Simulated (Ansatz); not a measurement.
**AlFH₄O₂S (built from SMILES F.[OH][Al]([OH])[SH]): molecular dynamics**

The task is to watch the atoms for 40 steps of 1.0 fs, started with velocities for 500 K and run at constant energy, and see to which side of the barrier the system falls.

Computed with Ansatz 0.2.0, Gaussian basis. Level: PBE0-D4/def2-SVP.

**1. The system as given**

The start, a first-order saddle point found at PBE0-D4 in triple zeta: 9 atoms, charge 0, spin multiplicity 1.

Atoms are counted from 1 here; the program's logs count them from 0.

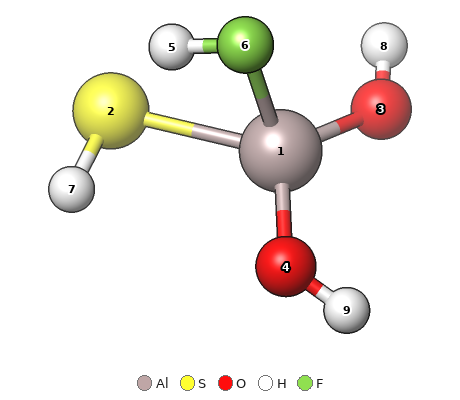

Start geometry, drawn with aluminium light grey, sulfur yellow, oxygen red, hydrogen white, fluorine green; atoms are numbered from 1 in the order of the file.

Geometry (Å):

```xyz
9
AlFH4O2S
Al   -0.2633   -0.2080   -0.1721
S     1.8234    0.7874   -0.1223
O    -0.3893   -1.7949   -0.7326
O    -1.4849    0.9269   -0.4468
H     0.9932    0.2720    1.3843
F     0.0986   -0.2177    1.6981
H     1.2783    2.0167   -0.1045
H     0.2541   -2.4907   -0.6289
H    -2.3101    0.7082   -0.8751
```

**2. Dynamics**

File md/in.yaml:

```yaml
crystal:
  periodic: [false, false, false]
  atoms:
    - {symbol: Al, position_ang: [-0.263318, -0.207998, -0.172148]}
    - {symbol: S, position_ang: [1.823447, 0.787437, -0.122336]}
    - {symbol: O, position_ang: [-0.389327, -1.794853, -0.732602]}
    - {symbol: O, position_ang: [-1.484902, 0.926894, -0.446807]}
    - {symbol: H, position_ang: [0.993250, 0.272013, 1.384317]}
    - {symbol: F, position_ang: [0.098615, -0.217655, 1.698075]}
    - {symbol: H, position_ang: [1.278318, 2.016671, -0.104455]}
    - {symbol: H, position_ang: [0.254104, -2.490670, -0.628877]}
    - {symbol: H, position_ang: [-2.310089, 0.708161, -0.875066]}
basis:
  gaussian: {orbitals: def2-SVP}
hamiltonian: {xc: pbe0, dispersion: d4}
md: {n_steps: 40, timestep: 1.0, temperature: 500, ensemble: nve, seed: 589, initial_velocities: maxwell_boltzmann}
```

Launch:

```console
$ ansatz run in.yaml --threads 4 --pin off --events-out ev --progress --plain --max-ram 9574MiB
```

Output, cut to the lines that bear on the results:

```text
Functional definition: PBE0
  name "PBE0"
  cite "Adamo & Barone, J. Chem. Phys. 110, 6158 (1999) doi:10.1063/1.478522"
  cite "Perdew, Burke & Ernzerhof, Phys. Rev. Lett. 77, 3865 (1996) doi:10.1103/PhysRevLett.77.3865"
  parent pbe
[...]
973 factors; integrals over basis functions are off by at most 3.8e-4 eV
[...]
mean field -24288.50033651 eV, -892.5859240301 hartree, gradient 3.3e-5 eV, S^2 0.000000; 0 other end points of the search recorded, 0 dependent functions left out
[...]
reference -24288.50036482 eV, -892.5859250703 hartree; 29, 29 occupied and 69, 69 virtual orbitals, 973 factors
md step     0: t =     0.00 fs  T =   500.0 K  F+E_penalty+E_count = -24288.65774688 eV  E_kin = 0.452410 eV  conserved = -24288.20533688 eV  (25 SCF iters)
[...]
md step    10: t =    10.00 fs  T =   242.7 K  F+E_penalty+E_count = -24288.42267040 eV  E_kin = 0.219599 eV  conserved = -24288.20307119 eV  (31 SCF iters, 3 dispersion substeps)
[...]
md step    20: t =    20.00 fs  T =   386.6 K  F+E_penalty+E_count = -24288.55407892 eV  E_kin = 0.349801 eV  conserved = -24288.20427742 eV  (29 SCF iters, 3 dispersion substeps)
[...]
md step    30: t =    30.00 fs  T =   648.0 K  F+E_penalty+E_count = -24288.79432366 eV  E_kin = 0.586347 eV  conserved = -24288.20797700 eV  (30 SCF iters, 3 dispersion substeps)
[...]
md step    39: t =    39.00 fs  T =   474.6 K  F+E_penalty+E_count = -24288.62640065 eV  E_kin = 0.429422 eV  conserved = -24288.19697826 eV  (29 SCF iters, 3 dispersion substeps)
[...]
md step    40: t =    40.00 fs  T =   541.7 K  F+E_penalty+E_count = -24288.69422352 eV  E_kin = 0.490115 eV  conserved = -24288.20410805 eV  (27 SCF iters, 3 dispersion substeps)
Total energy: -24288.69425364 eV, -892.5930503529 hartree
Atom 0 at    -0.392652    -0.312091    -0.005949 Å, force    -0.619106     0.514435    -0.894934 eV/Å
Atom 1 at     1.985069     0.808810    -0.119798 Å, force     0.402342     0.201199    -4.069871 eV/Å
Atom 2 at    -0.367447    -1.765811    -0.839503 Å, force    -0.175554     0.024330     0.028630 eV/Å
Atom 3 at    -1.588759     0.829051    -0.385215 Å, force    -0.028513     0.391561    -0.315663 eV/Å
Atom 4 at     1.942484     0.728005     1.134780 Å, force    -0.295144     0.307768     3.134968 eV/Å
Atom 5 at    -0.006074    -0.103340     1.572462 Å, force     0.184814    -0.396455     1.602774 eV/Å
Atom 6 at     1.684466     2.127625    -0.330819 Å, force    -0.002647    -0.473677     0.522533 eV/Å
Atom 7 at     0.246321    -2.333308    -1.276446 Å, force     0.403849    -0.340353    -0.147816 eV/Å
Atom 8 at    -2.061944     1.027803    -1.194404 Å, force     0.129959    -0.228808     0.139379 eV/Å
Dipole moment:     0.671722     0.281104    -0.486422 e Å
```

Run time: 57 s. Hardware: 4 threads of Arm Neoverse V1, shared host.

**3. The trajectory**

One row in 2 steps:

| time (fs) | T (K) | potential (meV) | potential + kinetic (meV) | Al1–F6 (Å) | S2–H5 (Å) | Al1–S2 (Å) | H5–F6 (Å) |
| --- | --- | --- | --- | --- | --- | --- | --- |
| 0.00 | 500 | 0.0 | 0.0 | 1.905 | 1.796 | 2.313 | 1.067 |
| 2.00 | 476 | 23.2 | 1.0 | 1.882 | 1.816 | 2.330 | 1.066 |
| 4.00 | 421 | 72.6 | 0.8 | 1.861 | 1.835 | 2.348 | 1.076 |
| 6.00 | 346 | 141.2 | 1.7 | 1.842 | 1.849 | 2.365 | 1.091 |
| 8.00 | 288 | 193.4 | 1.1 | 1.825 | 1.855 | 2.383 | 1.103 |
| 10.00 | 243 | 235.1 | 2.3 | 1.812 | 1.850 | 2.400 | 1.111 |
| 12.00 | 248 | 229.3 | 1.1 | 1.803 | 1.831 | 2.418 | 1.118 |
| 14.00 | 262 | 217.1 | 1.6 | 1.798 | 1.795 | 2.435 | 1.135 |
| 16.00 | 291 | 189.8 | 1.1 | 1.797 | 1.743 | 2.452 | 1.170 |
| 18.00 | 327 | 157.9 | 1.7 | 1.798 | 1.673 | 2.468 | 1.230 |
| 20.00 | 387 | 103.7 | 1.1 | 1.801 | 1.580 | 2.484 | 1.317 |
| 22.00 | 450 | 45.6 | 0.0 | 1.804 | 1.465 | 2.499 | 1.432 |
| 24.00 | 461 | 33.4 | -1.9 | 1.803 | 1.348 | 2.514 | 1.559 |
| 26.00 | 447 | 52.0 | 4.4 | 1.798 | 1.289 | 2.529 | 1.650 |
| 28.00 | 635 | -127.0 | -4.5 | 1.786 | 1.339 | 2.546 | 1.681 |
| 30.00 | 648 | -136.6 | -2.6 | 1.770 | 1.439 | 2.563 | 1.701 |
| 32.00 | 502 | -0.1 | 2.0 | 1.748 | 1.504 | 2.579 | 1.752 |
| 34.00 | 488 | 14.3 | 3.2 | 1.723 | 1.486 | 2.593 | 1.836 |
| 36.00 | 632 | -124.4 | -5.0 | 1.695 | 1.387 | 2.606 | 1.947 |
| 38.00 | 544 | -40.3 | -0.8 | 1.666 | 1.268 | 2.618 | 2.068 |
| 40.00 | 542 | -36.5 | 1.2 | 1.638 | 1.258 | 2.631 | 2.163 |

Energies count from the start.

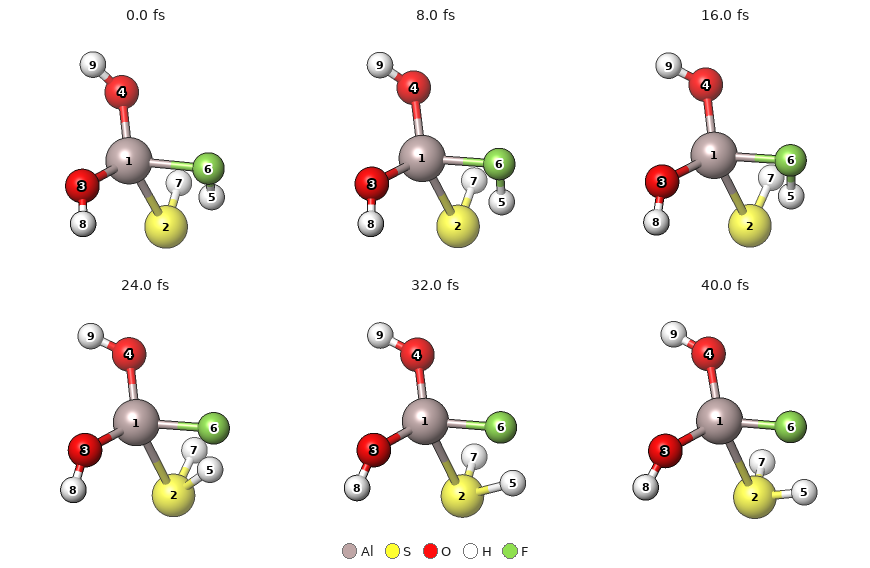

Six frames.

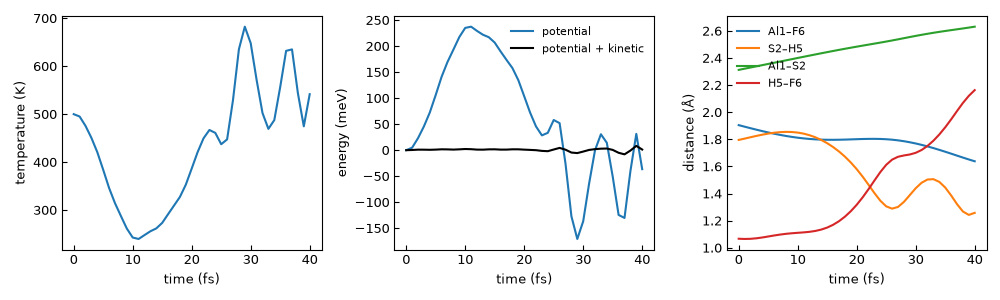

Temperature, energies and the distances followed.

Positions (Å) and forces (eV/Å) at 16.00 fs:

```xyz
9

Al   -0.293   -0.249   -0.101   -0.794    0.037   -1.341
S     1.919    0.807   -0.138   -1.377   -0.066    0.994
O    -0.405   -1.837   -0.798   -0.085    1.159    0.546
O    -1.557    0.918   -0.406    0.768   -0.842    0.095
H     1.070    0.256    1.282    0.435    0.219   -0.274
F     0.040   -0.147    1.662    0.444   -0.067    0.302
H     1.274    1.992    0.130    0.360   -0.347   -0.317
H     0.331   -2.431   -0.911    0.234   -0.217   -0.046
H    -2.207    0.658   -1.066    0.014    0.124    0.041
```

Positions (Å) and forces (eV/Å) at 40.00 fs:

```xyz
9

Al   -0.393   -0.312   -0.006   -0.619    0.514   -0.895
S     1.985    0.809   -0.120    0.402    0.201   -4.070
O    -0.367   -1.766   -0.840   -0.176    0.024    0.029
O    -1.589    0.829   -0.385   -0.029    0.392   -0.316
H     1.942    0.728    1.135   -0.295    0.308    3.135
F    -0.006   -0.103    1.572    0.185   -0.396    1.603
H     1.684    2.128   -0.331   -0.003   -0.474    0.523
H     0.246   -2.333   -1.276    0.404   -0.340   -0.148
H    -2.062    1.028   -1.194    0.130   -0.229    0.139
```

**4. Outcome**

| quantity | value |
| --- | --- |
| length | 40 steps, 40.0 fs |
| temperature at the start | 500 K |
| mean temperature, second half | 523 K |
| lowest and highest potential energy, from the first frame | -171 and 237 meV |
| largest change of potential + kinetic | 8.4 meV |
| bonds lost by distance | H5–F6 |

**Reading.** By the last frame it has moved towards the side where Al1–F6, S2–H5 form. With no thermostat the total energy should stay fixed; it holds within 8.4 meV, small beside the kinetic energy, so the time step serves. The temperature runs between 240 and 682 K.
